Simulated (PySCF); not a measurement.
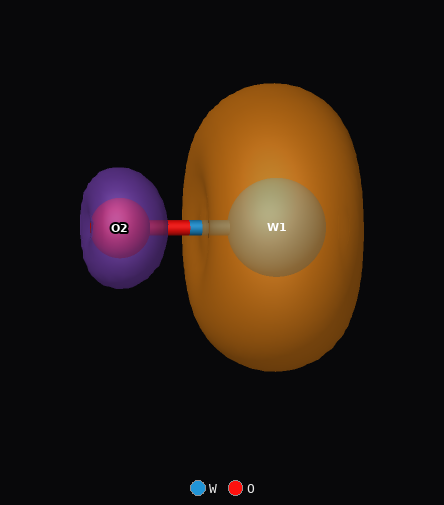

Figure 1: WO (triplet). Isosurfaces of the spin density (α minus β) at +0.06 (orange) and −0.06 e/Å³ (purple), seen from one side.

⟨S²⟩ = 2.08, above the pure value of 2.00; core potentials replace the inner electrons of W.

All numbers below come from PySCF 2.14.0, PBE0/cc-pVDZ(-PP), non-relativistic Hamiltonian with scalar-relativistic core potentials where named, at a bond length of 1.651 Å.

| atom | x (Å) | y (Å) | z (Å) |
| --- | --- | --- | --- |
| W | 0.0000 | 0.0000 | -0.1321 |
| O | 0.0000 | 0.0000 | 1.5189 |

> Where is the unpaired spin?

The unpaired spin (2 electrons) lies mostly on W1 (about 2.1), in electrons by Hirshfeld's partition, with opposite, polarisation-induced spin on O2.
